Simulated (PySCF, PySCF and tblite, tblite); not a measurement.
# C₃H₅BO₃: conformers and averaged spectra

Aim: find the conformers of C₃H₅BO₃ (`O=C/C=C\B(O)O`), weigh them, and average their properties.

Programs: PySCF 2.14.0 with density-fitted response routines of our own, and tblite 0.8.0. All values are computed, except where a source is named. Atoms count from 0 throughout.

### Step 1. The molecule as given

12 atoms, charge 0, multiplicity 1; geometry from: UFF geometry.

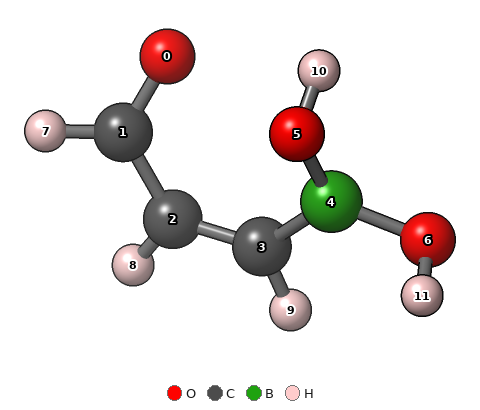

The starting geometry (oxygen red, carbon dark grey, boron green, hydrogen pink), atoms numbered.

### Step 2. GFN2-xTB relaxation, conformer 1

What the job is given:

```
{"job": {"xc": "GFN2-xTB", "basis": "xTB", "kind": "relax"}, "charge": 0, "multiplicity": 1}
O      1.347800     1.678900     0.514100
C      1.781100     0.841000    -0.312100
C      1.299600    -0.553400    -0.334300
C      0.057300    -0.962400    -0.020100
B     -1.221000    -0.095800     0.300900
O     -1.279600     1.333400    -0.012100
O     -2.445200    -0.767700     0.706200
H      2.622700     1.115200    -0.934600
H      2.010400    -1.304600    -0.647700
H     -0.121600    -2.039600    -0.015100
H     -1.151400     1.779600     0.863500
H     -2.899000    -1.025200    -0.134700
```

On the command line:

```sh
$ OMP_NUM_THREADS=1 python ens_run.py task.json out
```

The driver reads the study from task.json and runs its stages one after another.

What it wrote:

```text
step      E/eV     max force
  0    -608.79358    3.746
  1    -609.05768    4.084
  2    -609.22928    0.798
  3    -609.25953    0.733
  4    -609.28340    0.407
  5    -609.30443    0.402
  6    -609.31803    0.426
  7    -609.33621    0.482
  8    -609.34797    0.324
  9    -609.35509    0.247
 10    -609.35906    0.163
 11    -609.36233    0.183
 12    -609.36719    0.259
 13    -609.37659    0.415
 14    -609.39243    1.232
 15    -609.42116    0.927
 16    -609.47299    2.321
 17    -609.63623    1.318
 18    -609.70043    1.472
 19    -609.75792    0.729
 20    -609.81416    0.670
 21    -609.88145    0.708
 22    -609.93158    0.975
 23    -609.98018    1.012
 24    -610.02095    1.305
 25    -610.07655    0.667
 26    -610.15638    0.911
 27    -610.21500    1.619
 28    -610.26167    1.125
 29    -610.32021    0.550
 30    -610.34750    0.436
 31    -610.36936    0.645
 32    -610.40771    0.708
 33    -610.42392    0.369
 34    -610.43323    0.410
 35    -610.44073    0.353
 36    -610.45208    0.322
 37    -610.45583    0.202
 38    -610.46155    0.169
 39    -610.46548    0.222
 40    -610.47051    0.212
 41    -610.47351    0.143
 42    -610.47537    0.132
 43    -610.47695    0.143
 44    -610.47906    0.193
 45    -610.48130    0.164
 46    -610.48321    0.097
 47    -610.48447    0.089
 48    -610.48538    0.096
 49    -610.48614    0.069
 50    -610.48685    0.083
 51    -610.48753    0.085
 52    -610.48812    0.066
 53    -610.48858    0.055
 54    -610.48891    0.052
 55    -610.48923    0.052
 56    -610.48963    0.071
 57    -610.49013    0.075
 58    -610.49058    0.044
 59    -610.49083    0.069
 60    -610.49095    0.032
 61    -610.49095    0.032
 62    -610.49099    0.018
 63    -610.49105    0.030
 64    -610.49113    0.034
 65    -610.49119    0.028
 66    -610.49126    0.019
 67    -610.49133    0.029
 68    -610.49139    0.026
 69    -610.49145    0.026
 70    -610.49151    0.028
 71    -610.49158    0.032
 72    -610.49165    0.037
 73    -610.49171    0.030
 74    -610.49178    0.025
 75    -610.49186    0.031
 76    -610.49196    0.035
 77    -610.49208    0.038
 78    -610.49217    0.029
 79    -610.49225    0.030
 80    -610.49233    0.033
 81    -610.49242    0.025
 82    -610.49251    0.030
 83    -610.49258    0.025
 84    -610.49265    0.023
 85    -610.49274    0.029
 86    -610.49287    0.034
 87    -610.49303    0.035
 88    -610.49319    0.036
 89    -610.49339    0.045
 90    -610.49367    0.057
 91    -610.49403    0.064
 92    -610.49439    0.057
 93    -610.49465    0.041
 94    -610.49482    0.034
 95    -610.49496    0.034
 96    -610.49508    0.031
 97    -610.49514    0.027
 98    -610.49518    0.022
 99    -610.49520    0.015
100    -610.49522    0.007
101    -610.49522    0.006
102    -610.49523    0.006
103    -610.49523    0.006
104    -610.49524    0.005
105    -610.49525    0.005
106    -610.49525    0.004
107    -610.49525    0.004
108    -610.49526    0.004
109    -610.49526    0.004
```

Run time: 0.74 s. Hardware: 1 thread of Arm Neoverse N1, shared host.

Relaxing gained 1.702 eV and moved the atoms by 0.46 Å on average (rms).

### Step 3. Shieldings, conformer 1: KT3/pcSseg-1 in dichloromethane

What the job is given:

```
{"job": {"xc": "KT3", "basis": "pcSseg-1", "solvent": "dichloromethane", "kind": "nmr", "pop": true}, "charge": 0, "multiplicity": 1}
O      1.060589     1.873701     0.062509
C      1.736496     0.904275    -0.207239
C      1.303350    -0.483235    -0.316241
C      0.057943    -0.958673    -0.144485
B     -1.310104    -0.221301     0.216449
O     -1.474831     1.091870     0.428145
O     -2.373757    -1.056003     0.302532
H      2.817360     1.036730    -0.402687
H      2.106756    -1.168053    -0.564692
H     -0.062219    -2.028901    -0.270451
H     -0.664775     1.622966     0.350634
H     -3.195610    -0.614061     0.519498
```

What it wrote:

```text
coarse grid: 10704 points
cycle   1  E = -372.8339202748  dE =  1.072e+00  |g| = 1.270e+00  |ddm| = 3.176e+00
cycle   2  E = -371.8432379459  dE =  9.907e-01  |g| = 2.493e+00  |ddm| = 3.052e+00
cycle   3  E = -373.0778950812  dE = -1.235e+00  |g| = 4.738e-01  |ddm| = 2.554e+00
cycle   4  E = -373.1247712295  dE = -4.688e-02  |g| = 1.532e-01  |ddm| = 4.648e-01
cycle   5  E = -373.1283534499  dE = -3.582e-03  |g| = 6.366e-02  |ddm| = 1.407e-01
cycle   6  E = -373.1292748721  dE = -9.214e-04  |g| = 2.214e-02  |ddm| = 6.587e-02
cycle   7  E = -373.1293931232  dE = -1.183e-04  |g| = 7.907e-03  |ddm| = 2.119e-02
cycle   8  E = -373.1294085962  dE = -1.547e-05  |g| = 2.126e-03  |ddm| = 7.317e-03
cycle   9  E = -373.1294096343  dE = -1.038e-06  |g| = 6.674e-04  |ddm| = 2.151e-03
final grid: 105320 points
cycle  10  E = -373.2310092070  dE = -1.754e-04  |g| = 2.240e-02  |ddm| = 5.141e-02
cycle  11  E = -373.2306316185  dE =  3.776e-04  |g| = 4.917e-02  |ddm| = 4.884e-02
cycle  12  E = -373.2310844750  dE = -4.529e-04  |g| = 8.167e-03  |ddm| = 3.804e-02
cycle  13  E = -373.2310985159  dE = -1.404e-05  |g| = 1.025e-03  |ddm| = 5.801e-03
cycle  14  E = -373.2310987184  dE = -2.026e-07  |g| = 3.009e-04  |ddm| = 9.806e-04
cycle  15  E = -373.2310987395  dE = -2.103e-08  |g| = 1.107e-04  |ddm| = 3.593e-04
cycle  16  E = -373.2310987424  dE = -2.969e-09  |g| = 4.333e-05  |ddm| = 1.121e-04
cycle  17  E = -373.2310987429  dE = -4.638e-10  |g| = 8.411e-06  |ddm| = 3.598e-05
converged SCF energy = -373.2310987429

GIAO shielding tensors (ppm)
atom      isotropic    diamagn.    paramagn.     s11        s22        s33       span
  0 O     -217.376     405.932    -623.308   -697.863   -298.945    344.681   1042.544
  1 C       -0.049     247.862    -247.911    -70.268    -26.251     96.373    166.641
  2 C       47.148     257.991    -210.843    -53.148     56.385    138.206    191.354
  3 C       35.363     258.893    -223.530    -73.480     14.040    165.529    239.010
  4 B       80.754     196.068    -115.314     59.686     89.568     93.006     33.320
  5 O      204.704     392.357    -187.653     98.629    253.736    261.747    163.118
  6 O      213.097     386.340    -173.242    120.008    248.218    271.066    151.058
  7 H       22.070      26.760      -4.690     19.762     22.477     23.970      4.208
  8 H       24.666      31.560      -6.895     22.028     23.973     27.996      5.969
  9 H       24.884      31.851      -6.966     21.452     23.924     29.277      7.826
 10 H       22.543      32.851     -10.308     12.902     18.579     36.148     23.246
 11 H       27.069      29.915      -2.846     21.641     23.640     35.926     14.286
```

Run time: 20 s. Hardware: 1 thread of Arm Neoverse N1, shared host; peak memory 0.64 GiB.

This run: HOMO -6.47 eV, LUMO -3.39 eV; dipole 2.45 D.

### Step 4. Single-point energy, conformer 1: B3LYP/def2-SVP in dichloromethane

Changed since step 3:

```diff
@@ -1,2 +1,2 @@
-{"job": {"xc": "KT3", "basis": "pcSseg-1", "solvent": "dichloromethane", "kind": "nmr", "pop": true}, "charge": 0, "multiplicity": 1}
+{"job": {"xc": "B3LYP", "basis": "def2-SVP", "solvent": "dichloromethane", "kind": "sp"}, "charge": 0, "multiplicity": 1}
 O      1.060589     1.873701     0.062509
```

What it wrote:

```text
coarse grid: 10704 points
cycle   1  E = -367.3683430091  dE =  1.070e+00  |g| = 1.120e+00  |ddm| = 3.828e+00
cycle   2  E = -366.8946082110  dE =  4.737e-01  |g| = 1.917e+00  |ddm| = 2.593e+00
cycle   3  E = -367.5874812119  dE = -6.929e-01  |g| = 2.804e-01  |ddm| = 1.886e+00
cycle   4  E = -367.6030539313  dE = -1.557e-02  |g| = 8.167e-02  |ddm| = 2.927e-01
cycle   5  E = -367.6041576817  dE = -1.104e-03  |g| = 2.263e-02  |ddm| = 7.496e-02
cycle   6  E = -367.6042808845  dE = -1.232e-04  |g| = 4.812e-03  |ddm| = 2.420e-02
cycle   7  E = -367.6042853866  dE = -4.502e-06  |g| = 1.715e-03  |ddm| = 4.864e-03
final grid: 105320 points
cycle   8  E = -367.6832046319  dE = -4.135e-05  |g| = 6.420e-03  |ddm| = 2.586e-02
cycle   9  E = -367.6831839638  dE =  2.067e-05  |g| = 1.203e-02  |ddm| = 1.525e-02
cycle  10  E = -367.6832135341  dE = -2.957e-05  |g| = 1.378e-03  |ddm| = 1.037e-02
cycle  11  E = -367.6832139306  dE = -3.965e-07  |g| = 2.264e-04  |ddm| = 1.291e-03
cycle  12  E = -367.6832139365  dE = -5.947e-09  |g| = 1.457e-04  |ddm| = 2.564e-04
cycle  13  E = -367.6832139407  dE = -4.217e-09  |g| = 2.592e-05  |ddm| = 1.224e-04
cycle  14  E = -367.6832139409  dE = -1.432e-10  |g| = 6.412e-06  |ddm| = 2.960e-05
converged SCF energy = -367.6832139409
```

Run time: 8.5 s. Hardware: 1 thread of Arm Neoverse N1, shared host; peak memory 0.58 GiB.

This run: HOMO -7.50 eV, LUMO -2.54 eV; dipole 2.40 D.

### Step 5. Excited states, conformer 1: CAM-B3LYP/def2-SVPD in dichloromethane

Changed since step 4:

```diff
@@ -1,2 +1,2 @@
-{"job": {"xc": "B3LYP", "basis": "def2-SVP", "solvent": "dichloromethane", "kind": "sp"}, "charge": 0, "multiplicity": 1}
+{"job": {"xc": "CAM-B3LYP", "basis": "def2-SVPD", "nstates": 6, "ntriplets": 0, "solvent": "dichloromethane", "kind": "uv"}, "charge": 0, "multiplicity": 1}
 O      1.060589     1.873701     0.062509
```

What it wrote:

```text
coarse grid: 10704 points
cycle   1  E = -367.2601501105  dE =  1.183e+00  |g| = 1.050e+00  |ddm| = 5.477e+00
cycle   2  E = -367.0792347723  dE =  1.809e-01  |g| = 1.480e+00  |ddm| = 2.906e+00
cycle   3  E = -367.4719698257  dE = -3.927e-01  |g| = 1.361e-01  |ddm| = 1.782e+00
cycle   4  E = -367.4747597723  dE = -2.790e-03  |g| = 7.192e-02  |ddm| = 2.017e-01
cycle   5  E = -367.4756850476  dE = -9.253e-04  |g| = 1.029e-02  |ddm| = 8.819e-02
cycle   6  E = -367.4757098927  dE = -2.485e-05  |g| = 3.732e-03  |ddm| = 2.309e-02
cycle   7  E = -367.4757135542  dE = -3.661e-06  |g| = 1.122e-03  |ddm| = 8.487e-03
final grid: 105320 points
cycle   8  E = -367.5564739933  dE = -4.124e-05  |g| = 3.949e-03  |ddm| = 8.966e-02
cycle   9  E = -367.5564726082  dE =  1.385e-06  |g| = 5.180e-03  |ddm| = 1.249e-02
cycle  10  E = -367.5564777013  dE = -5.093e-06  |g| = 6.191e-04  |ddm| = 5.770e-03
cycle  11  E = -367.5564777784  dE = -7.711e-08  |g| = 2.666e-04  |ddm| = 1.144e-03
cycle  12  E = -367.5564777959  dE = -1.750e-08  |g| = 9.778e-05  |ddm| = 4.895e-04
cycle  13  E = -367.5564777982  dE = -2.288e-09  |g| = 2.452e-05  |ddm| = 1.599e-04
cycle  14  E = -367.5564777985  dE = -3.071e-10  |g| = 1.050e-05  |ddm| = 8.645e-05
converged SCF energy = -367.5564777985

Static polarisability (au): isotropic 77.540, principal 49.468 79.083 104.068

Singlet excitations
state   eV       nm        f      main configurations
  1   3.6873    336.2   0.00049   H->L 0.94
  2   5.3606    231.3   0.35088   H-1->L 0.98
  3   5.6620    219.0   0.00015   H-3->L 0.92
  4   6.5095    190.5   0.02729   H-2->L 0.98
  5   7.2981    169.9   0.00001   H->L+3 0.43, H-4->L 0.29, H-7->L 0.18
  6   7.6263    162.6   0.00015   H-4->L 0.47, H->L+3 0.18, H-6->L 0.16
```

It took 41 s on 1 thread of Arm Neoverse N1, shared host; peak memory 0.89 GiB.

This run: HOMO -9.47 eV, LUMO -1.47 eV; dipole 3.04 D; S1 3.69 eV.

### Step 6. Boltzmann average: properties at KT3/pcSseg-1 in dichloromethane

What the job is given:

```
{"job": {"study": "conf", "smiles": "O=C/C=C\\B(O)O", "search": {"seed": 7233, "n_embed": 200, "ff_keep": 26, "window": 3.0, "nmax": 6, "temps": [250, 273.15, 298.15, 323.15, 373.15], "t_ref": 298.15, "order": 0.002}, "level": {"nmr": {"xc": "KT3", "basis": "pcSseg-1", "solvent": "dichloromethane"}, "sp": {"xc": "B3LYP", "basis": "def2-SVP", "solvent": "dichloromethane"}, "uv": {"xc": "CAM-B3LYP", "basis": "def2-SVPD", "nstates": 6, "ntriplets": 0, "solvent": "dichloromethane"}}, "kind": "conf"}, "charge": 0, "multiplicity": 1}
O      1.060589     1.873701     0.062509
C      1.736496     0.904275    -0.207239
C      1.303350    -0.483235    -0.316241
C      0.057943    -0.958673    -0.144485
B     -1.310104    -0.221301     0.216449
O     -1.474831     1.091870     0.428145
O     -2.373757    -1.056003     0.302532
H      2.817360     1.036730    -0.402687
H      2.106756    -1.168053    -0.564692
H     -0.062219    -2.028901    -0.270451
H     -0.664775     1.622966     0.350634
H     -3.195610    -0.614061     0.519498
```

What it wrote:

```text
conformer  sym    E(xTB)   E(DFT)   G(298.15 K)  weight  dipole/D
    1     Cs      0.000    0.000    0.000   1.0000    2.398

mean shielding (ppm) by class
class atoms           250 K   273.15 K   298.15 K   323.15 K   373.15 K
  0 O  0           -217.376   -217.376   -217.376   -217.376   -217.376
  1 C  1             -0.049     -0.049     -0.049     -0.049     -0.049
  2 C  2             47.148     47.148     47.148     47.148     47.148
  3 C  3             35.363     35.363     35.363     35.363     35.363
  4 B  4             80.754     80.754     80.754     80.754     80.754
  5 O  5,6          208.901    208.901    208.901    208.901    208.901
  6 H  7              22.07      22.07      22.07      22.07      22.07
  7 H  8             24.666     24.666     24.666     24.666     24.666
  8 H  9             24.884     24.884     24.884     24.884     24.884
  9 H  10,11         24.806     24.806     24.806     24.806     24.806
```

It took 75 s on 1 thread of Arm Neoverse N1, shared host. This counts the runs that the step sums up.

The search (ETKDG and KDG, UFF, GFN2-xTB) embedded 200 structures, kept 6 distinct ones after the force field and 2 after xTB; 1 was carried on (window 3.0 kcal/mol at the search's own energies). Energies: B3LYP/def2-SVP in dichloromethane with D3(BJ).

The conformers at 298 K:

```csv
no.,group,mirror pair,ΔE xTB,ΔE DFT,ΔG,weight (%),μ (D),O0–C1–C2–C3 (°),C2–C3–B4–O5 (°),O6–B4–O5–H10 (°),O5–B4–O6–H11 (°),"A, B, C (GHz)"
1,Cs,no,0.00,0.00,0.00,100.0,2.40,0,0,180,0,"5.23, 1.87, 1.38"
```

Energies in kcal/mol. ΔG holds xTB vibrations and rotation, symmetry numbers and mirror pairs.

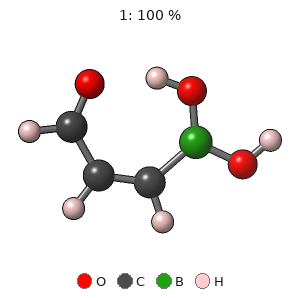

The one conformer.

Shifts against references run at the same level (13C TMS 185.4, 1H TMS 31.74 ppm of shielding), by class of atoms, at 298 K:

```
   atoms                                environment     average
      C1                   aldehyde carbonyl carbon       185.5
      C3                 β carbon of a C=C–C=O unit       150.1
      C2                 α carbon of a C=C–C=O unit       138.3
      H7    hydrogen on an aldehyde carbonyl carbon        9.67
      H8  hydrogen on an α carbon of a C=C–C=O unit        7.08
H10, H11          hydrogen on an oxygen bonded to B        6.94
      H9   hydrogen on a β carbon of a C=C–C=O unit        6.86
      O0                            aldehyde oxygen  -217.4 (σ)
  O5, O6                      oxygen bonded to B, H   208.9 (σ)
      B4                     boron bonded to C, 2 O    80.8 (σ)
```

Effective distances for nuclear Overhauser effects, ⟨r⁻⁶⟩^(−1/6) over all pairs of two classes (Å): H7···H8 2.32; H8···H9 2.35; H9···H10 3.63.

Lowest and brightest singlet by conformer (CAM-B3LYP/def2-SVPD in dichloromethane): no. 1 3.69 and 5.36 eV.

### Step 7. Outcome

| quantity | value |
| --- | --- |
| conformers | 1; the first in weight is no. 1 (Cs), 100 % at 298 K |
| root-mean-square dipole | 2.40 D |
| averaged 13C shifts (KT3/pcSseg-1 in dichloromethane) | 185.5, 150.1, 138.3 ppm |
| averaged 1H shifts (KT3/pcSseg-1 in dichloromethane) | 9.67, 7.08, 6.94, 6.86 ppm |

What this shows: The search found one conformer in the window, so the averages are its own values. Protons on O, N, S or Se exchange and bind to solvent, so their values hold for the lone molecule only.
